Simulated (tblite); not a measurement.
**Geometry relaxation of C$_{3}$H$_{6}$B$_{2}$F$_{2}$O (part 2 of 2)**

The same run, continued: C$_{3}$H$_{6}$B$_{2}$F$_{2}$O; GFN2-xTB geometry optimisation, gas phase (tblite 0.8.0). It belongs to a series of runs on one base structure; here: constitutional isomer.

Geometry of the input (Å):
```
B  2.9181  0.1010  0.5669
O  1.8849  1.0977  0.9095
B  0.6106  0.8133  0.2497
C  -0.0338  -0.5935  0.5237
C  -1.3435  -0.8202  0.4122
C  -2.2942  0.2752  -0.0216
F  -1.7022  1.5044  -0.1083
F  -3.3424  0.3095  0.8560
H  4.0279  0.3642  0.8660
H  2.6108  -1.0486  0.6881
H  0.5204  1.2958  -0.8529
H  0.6082  -1.4219  0.8418
H  -1.7866  -1.7904  0.6107
H  -2.6789  -0.0871  -1.0040
```

Trajectory as extended XYZ, continued:
```
14
Properties=species:S:1:pos:R:3:forces:R:3 step=55 energy=-695.03089
B     3.2618    0.0965    0.6716   -0.0250   0.0710   0.0110
O     2.0473    0.2932    0.2663    0.0130  -0.0340   0.0670
B     0.7882    0.4043   -0.0410    0.0490   0.0220  -0.0060
C    -0.1890   -0.6949    0.5348   -0.0140  -0.0100  -0.0140
C    -1.5180   -0.7060    0.5640   -0.0180  -0.0770  -0.0650
C    -2.4338    0.3207   -0.0292    0.0330   0.0290   0.0010
F    -1.9540    1.5826    0.0520   -0.0680   0.0770   0.0010
F    -3.6267    0.3321    0.6279    0.0660  -0.0150  -0.0250
H     3.6187    0.5534    1.7010   -0.0110   0.0160  -0.0430
H     4.0013   -0.5260   -0.0010    0.0290  -0.0500  -0.0230
H     0.4357    1.2939   -0.7237   -0.0070  -0.0160  -0.0140
H     0.3008   -1.5470    0.9957   -0.0340   0.0130   0.0360
H    -2.0775   -1.5154    1.0122   -0.0140  -0.0770   0.0550
H    -2.6554    0.1121   -1.0928    0.0000   0.0510   0.0210
14
Properties=species:S:1:pos:R:3:forces:R:3 step=62 energy=-695.03833
B     3.2722    0.1120    0.6573   -0.0130   0.0110  -0.0130
O     2.0434    0.2579    0.2748    0.0470   0.0310   0.0220
B     0.7836    0.3807   -0.0241    0.0330  -0.0110  -0.0040
C    -0.2001   -0.7136    0.5480   -0.0600  -0.0230   0.0230
C    -1.5298   -0.7240    0.5507   -0.0150   0.0330  -0.0200
C    -2.4238    0.3314   -0.0337   -0.0220  -0.0100   0.0190
F    -1.9462    1.5938    0.0861   -0.0180  -0.0500   0.0330
F    -3.6215    0.3307    0.6139    0.0110  -0.0060  -0.0500
H     3.6355    0.6331    1.6515    0.0090   0.0030   0.0030
H     4.0169   -0.5352    0.0089   -0.0320   0.0090  -0.0120
H     0.4286    1.2733   -0.7039    0.0290  -0.0470  -0.0210
H     0.2751   -1.5658    1.0221    0.0070  -0.0100   0.0020
H    -2.0998   -1.5343    0.9928    0.0200   0.0510  -0.0290
H    -2.6346    0.1596   -1.1065    0.0030   0.0180   0.0470
14
Properties=species:S:1:pos:R:3:forces:R:3 step=69 energy=-695.04543
B     3.2899    0.1655    0.6377    0.0600  -0.0260   0.0150
O     2.0365    0.2239    0.3282   -0.0750   0.0160  -0.0230
B     0.7796    0.3088    0.0134   -0.0250  -0.0080  -0.0410
C    -0.2243   -0.7698    0.5794   -0.0240  -0.0030  -0.0100
C    -1.5534   -0.7412    0.5425   -0.0180   0.0090   0.0750
C    -2.4019    0.3536   -0.0341    0.0110   0.0010   0.0020
F    -1.9060    1.5957    0.1814   -0.0270   0.0180   0.0170
F    -3.6319    0.3442    0.5462   -0.0120  -0.0140   0.0130
H     3.6744    0.7520    1.5861    0.0550  -0.0260  -0.0100
H     4.0161   -0.4755   -0.0392    0.0180   0.0320   0.0520
H     0.4284    1.1688   -0.7078   -0.0030   0.0060  -0.0450
H     0.2158   -1.6395    1.0560    0.0000   0.0170  -0.0080
H    -2.1590   -1.5309    0.9690   -0.0020  -0.0350  -0.0100
H    -2.5648    0.2439   -1.1208    0.0430   0.0150  -0.0280
14
Properties=species:S:1:pos:R:3:forces:R:3 step=76 energy=-695.04975
B     3.2917    0.1736    0.6412    0.0190  -0.0060   0.0050
O     2.0325    0.2288    0.3455   -0.0090   0.0110  -0.0170
B     0.7792    0.2982    0.0068   -0.0030   0.0030  -0.0060
C    -0.2325   -0.7703    0.5834    0.0130   0.0000  -0.0060
C    -1.5616   -0.7394    0.5526    0.0040  -0.0070  -0.0100
C    -2.4042    0.3595   -0.0253    0.0050   0.0040  -0.0040
F    -1.9244    1.6025    0.2224    0.0090  -0.0050   0.0300
F    -3.6470    0.3298    0.5256   -0.0160  -0.0080  -0.0120
H     3.7082    0.7637    1.5742   -0.0340   0.0030  -0.0050
H     4.0151   -0.4688   -0.0358   -0.0090  -0.0170   0.0120
H     0.4388    1.1323   -0.7520   -0.0150  -0.0020  -0.0010
H     0.2073   -1.6406    1.0585    0.0050  -0.0010  -0.0070
H    -2.1690   -1.5391    0.9593    0.0170   0.0160   0.0290
H    -2.5347    0.2692   -1.1186    0.0160   0.0070  -0.0070
14
Properties=species:S:1:pos:R:3:forces:R:3 step=83 energy=-695.05696
B     3.2827    0.1643    0.6429   -0.1480   0.0300  -0.0360
O     2.0319    0.2443    0.3037    0.1060  -0.0410  -0.0340
B     0.7792    0.2920   -0.0416   -0.0430  -0.0010   0.0070
C    -0.2249   -0.7642    0.5661   -0.0320  -0.0130   0.0290
C    -1.5557   -0.7344    0.5629    0.0060  -0.0060   0.0310
C    -2.4025    0.3680   -0.0079    0.0550  -0.0160   0.0060
F    -1.9711    1.5994    0.3649   -0.0040   0.0300   0.0090
F    -3.6844    0.2767    0.4355    0.0770  -0.0560   0.0250
H     3.6824    0.8006    1.5487   -0.0040   0.0280   0.0610
H     4.0156   -0.5374    0.0395   -0.0560  -0.0050  -0.0340
H     0.4086    1.0904   -0.8233    0.0600   0.0410  -0.0360
H     0.2245   -1.6258    1.0473   -0.0020  -0.0200   0.0050
H    -2.1411   -1.5279    1.0092   -0.0560   0.0170  -0.0010
H    -2.4459    0.3535   -1.1102    0.0420   0.0120  -0.0310
14
Properties=species:S:1:pos:R:3:forces:R:3 step=90 energy=-695.07278
B     3.2374    0.1977    0.6277   -0.0040  -0.0260  -0.0190
O     1.9982    0.2272    0.2517    0.0060   0.0040   0.0400
B     0.7477    0.2304   -0.0991    0.0360  -0.0240  -0.0360
C    -0.2328   -0.8172    0.5629   -0.0050  -0.0140  -0.0430
C    -1.5602   -0.7451    0.6077    0.0360   0.0230   0.0030
C    -2.3413    0.3936    0.0204   -0.0340   0.0300   0.0210
F    -2.0034    1.5861    0.5852   -0.0240  -0.0230   0.0120
F    -3.6697    0.2362    0.2521    0.0490   0.0060  -0.0100
H     3.5992    0.8755    1.5223   -0.0170  -0.0030  -0.0090
H     3.9889   -0.5141    0.0597    0.0110   0.0180   0.0090
H     0.3890    0.9887   -0.9277   -0.0380  -0.0060   0.0070
H     0.2223   -1.6795    1.0367   -0.0080   0.0190   0.0430
H    -2.1714   -1.4865    1.1069   -0.0040   0.0210  -0.0440
H    -2.2046    0.5065   -1.0686   -0.0040  -0.0260   0.0270
14
Properties=species:S:1:pos:R:3:forces:R:3 step=97 energy=-695.07520
B     3.2340    0.2069    0.6200   -0.0010  -0.0010  -0.0100
O     1.9948    0.2108    0.2437    0.0000  -0.0080  -0.0050
B     0.7468    0.1997   -0.1150    0.0070  -0.0010   0.0060
C    -0.2370   -0.8366    0.5586    0.0000   0.0040   0.0150
C    -1.5624   -0.7438    0.6123    0.0100   0.0010   0.0020
C    -2.3282    0.4054    0.0292   -0.0180   0.0090   0.0040
F    -2.0230    1.5792    0.6494   -0.0090  -0.0020  -0.0120
F    -3.6625    0.2328    0.2012    0.0100   0.0000  -0.0090
H     3.5777    0.9038    1.5064    0.0000  -0.0010   0.0060
H     4.0031   -0.4932    0.0619   -0.0020   0.0050   0.0060
H     0.3792    0.9507   -0.9471   -0.0010  -0.0130  -0.0030
H     0.2079   -1.6929    1.0518    0.0080  -0.0110  -0.0040
H    -2.1864   -1.4722    1.1135    0.0130  -0.0040   0.0010
H    -2.1447    0.5488   -1.0478   -0.0160   0.0220   0.0030
14
Properties=species:S:1:pos:R:3:forces:R:3 step=104 energy=-695.07591
B     3.2318    0.2066    0.6190    0.0050  -0.0030   0.0020
O     1.9976    0.2046    0.2269   -0.0010   0.0010   0.0020
B     0.7504    0.1879   -0.1332    0.0020   0.0000   0.0000
C    -0.2345   -0.8348    0.5577   -0.0010  -0.0040  -0.0070
C    -1.5594   -0.7374    0.6157    0.0000   0.0020   0.0020
C    -2.3280    0.4128    0.0369   -0.0040   0.0000   0.0040
F    -2.0644    1.5732    0.7005   -0.0010   0.0070   0.0000
F    -3.6631    0.2112    0.1619   -0.0020  -0.0020  -0.0040
H     3.5625    0.9119    1.5042    0.0010   0.0040  -0.0060
H     4.0089   -0.4982    0.0789    0.0010   0.0000   0.0040
H     0.3831    0.9189   -0.9830    0.0060   0.0020   0.0020
H     0.2092   -1.6898    1.0548    0.0020  -0.0040  -0.0060
H    -2.1795   -1.4626    1.1260   -0.0040   0.0010   0.0050
H    -2.1152    0.5951   -1.0284   -0.0020  -0.0030   0.0000
```

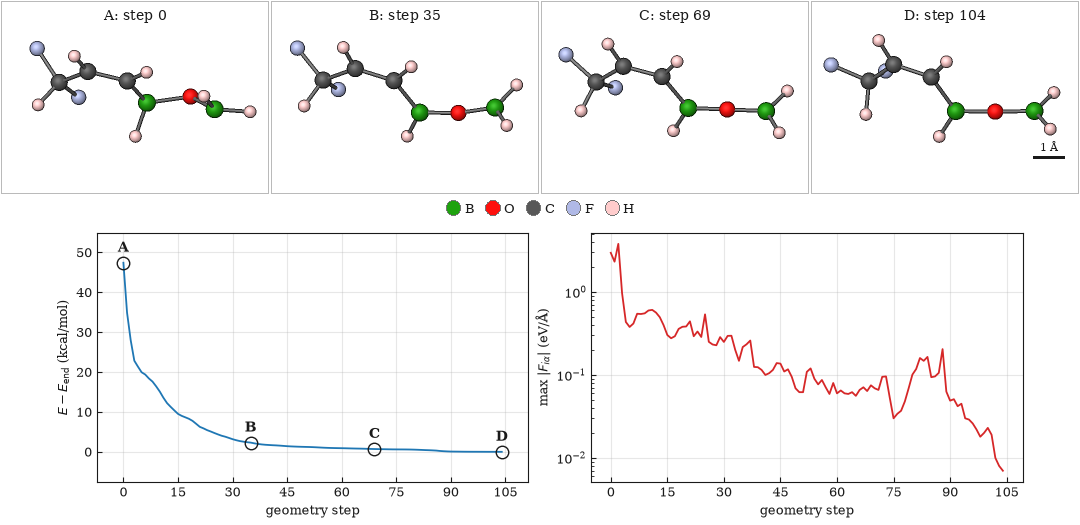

Figure 1. Frames of the relaxation (ball-and-stick view, seen at an oblique angle) above the curves, on which the letters mark them (steps are counted from 0).

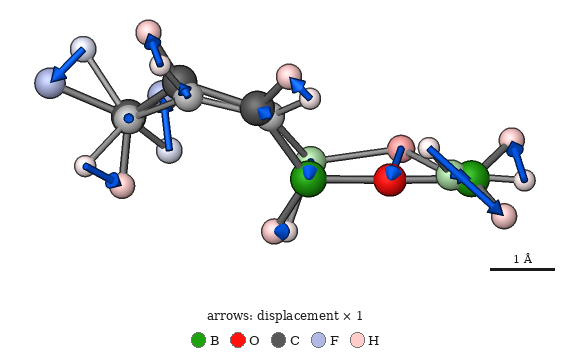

Figure 2. Start (faint) and end (solid) with the displacements as blue arrows, at true length (ball-and-stick view, seen at an oblique angle). The two geometries are laid on each other by the best rigid fit. The energy falls by 47.4 kcal/mol in 104 geometry steps. The largest force component goes from 3 to 0.007 eV/Å. The largest move after the best rigid fit is that of H10, 1.63 Å. Largest moves by element: H 1.63 Å, O 1.12 Å, F 0.90 Å, B 0.74 Å, C 0.31 Å. Among the contacts that change: B1–O2 1.476 → 1.295 Å, O2–B3 1.463 → 1.298 Å, B3–H11 1.207 → 1.180 Å, B1–H10 1.196 → 1.180 Å. Among the angles that change: B1–O2–B3 112.0° → 178.3°, C5–C6–H14 103.5° → 113.7°, O2–B3–H11 113.5° → 119.4°. (Atoms are counted from 1 in the order of the input.)
